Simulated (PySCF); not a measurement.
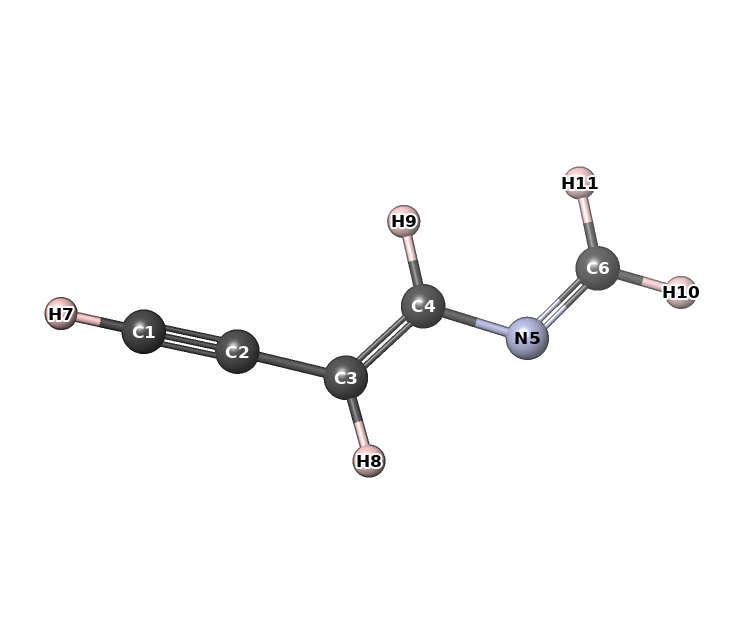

Atoms fade into the background with distance from the viewer. Computed geometry: PBE0-D3(BJ)/def2-SVP optimisation. No frequency run is at hand to confirm it as a minimum.

Find the stereocentres and stereogenic double bonds.

Double bonds: C3=C4.

What are the Cahn–Ingold–Prelog descriptors?

C3=C4: E.

Write the isomeric SMILES.

C#C/C=C/N=C
